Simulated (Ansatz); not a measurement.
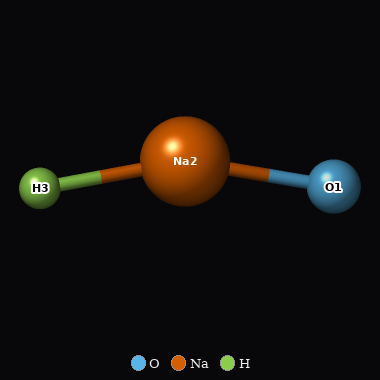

The system is O + NaH, spin multiplicity 3; the picture shows the reference structure. The first coordinate is: distance O1–Na2; the second: distance Na2–H3. Nothing is relaxed (the angle O1–Na2–H3 is fixed at 160 degrees). The scan uses a 9 × 9 grid. Points are written as (first, second). Energies are in eV, from the lowest grid point. Level of theory: Ansatz, UKS PBE0-D4/def2-SVPD.

Its coordinates:

```xyz
3

O    -2.1860    0.0000    0.0000
Na    0.0000    0.0000    0.0000
H     2.0062    0.7302    0.0000
```

Range: distance O1–Na2 from 1.856 to 3.856 Å; distance Na2–H3 from 1.576 to 3.576 Å.

### What will the energy surface look like?

The lowest grid point is at (2.186 Å, 2.135 Å). No other kind of well shows on this grid. The highest grid point, (3.856 Å, 3.576 Å), lies 1.87 eV above the lowest.

| distance Na2–H3 ↓, distance O1–Na2 → | 1.856 | 1.990 | 2.186 | 2.415 | 2.668 | 2.942 | 3.232 | 3.537 | 3.856 |
| --- | --- | --- | --- | --- | --- | --- | --- | --- | --- |
| 3.576 | 0.37 | 0.15 | 0.17 | 0.43 | 0.78 | 1.14 | 1.44 | 1.68 | 1.87 |
| 3.257 | 0.36 | 0.14 | 0.16 | 0.42 | 0.75 | 1.06 | 1.33 | 1.55 | 1.73 |
| 2.952 | 0.35 | 0.13 | 0.15 | 0.38 | 0.66 | 0.94 | 1.19 | 1.38 | 1.54 |
| 2.662 | 0.34 | 0.11 | 0.10 | 0.29 | 0.54 | 0.78 | 1.01 | 1.18 | 1.32 |
| 2.388 | 0.31 | 0.07 | 0.04 | 0.20 | 0.43 | 0.64 | 0.83 | 0.98 | 1.10 |
| 2.135 | 0.29 | 0.05 | 0.00 | 0.14 | 0.34 | 0.55 | 0.71 | 0.85 | 0.94 |
| 1.906 | 0.35 | 0.10 | 0.04 | 0.16 | 0.35 | 0.53 | 0.68 | 0.80 | 0.88 |
| 1.710 | 0.54 | 0.29 | 0.23 | 0.34 | 0.52 | 0.69 | 0.83 | 0.93 | 1.01 |
| 1.576 | 0.82 | 0.57 | 0.51 | 0.63 | 0.80 | 0.96 | 1.10 | 1.20 | 1.27 |

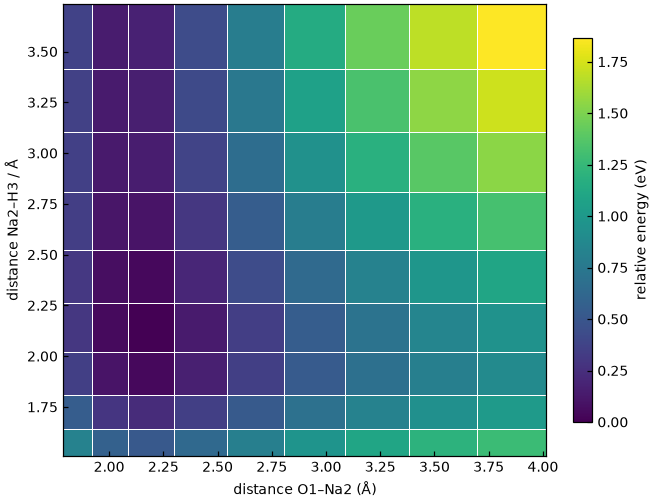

In the figure: one coloured cell a grid point.

Time for the 81 points that were run: 28 min on 1 thread of Arm Neoverse V2 (shared host).
